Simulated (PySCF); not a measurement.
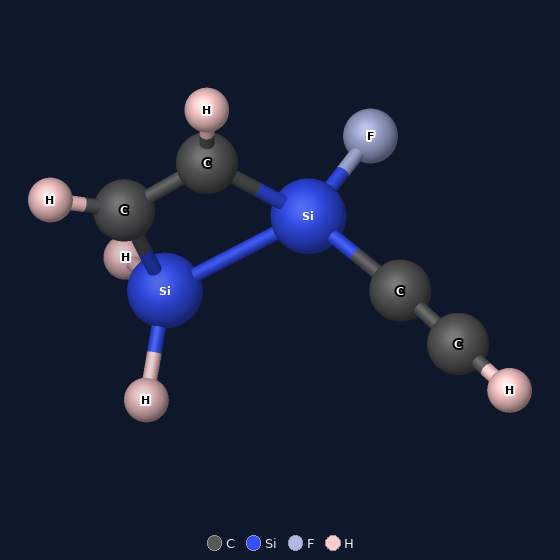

Geometry used (C₄H₅FSi₂, SMILES C#C[Si@]1(F)C=C[SiH2]1).

Simulated rotational absorption lines between 2 and 8 GHz at 3 K: rigid rotor with the equilibrium constants and dipole of one optimised conformer (PBE0-D3(BJ)/def2-SVP, PySCF), commonest isotopes; no centrifugal distortion, hyperfine structure, internal rotation or nuclear-spin weights; lines within 1 MHz of each other are summed.

What are the rotational constants, and what kind of rotor is it?

Rotational constants A, B, C = 2.602, 1.310, 1.189 GHz; Ray's κ = −0.83, an asymmetric top on the prolate side.

Which dipole components drive the lines?

|μa|, |μb|, |μc| = 0.25, 1.83, 0.72 D; b-type lines carry 91 % of the intensity in this range.

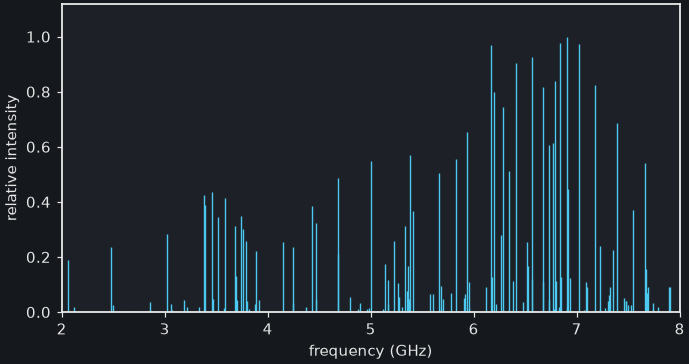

Note: coarse grid, loose stop and no frequency check, small forces are noise and the end may be a saddle.
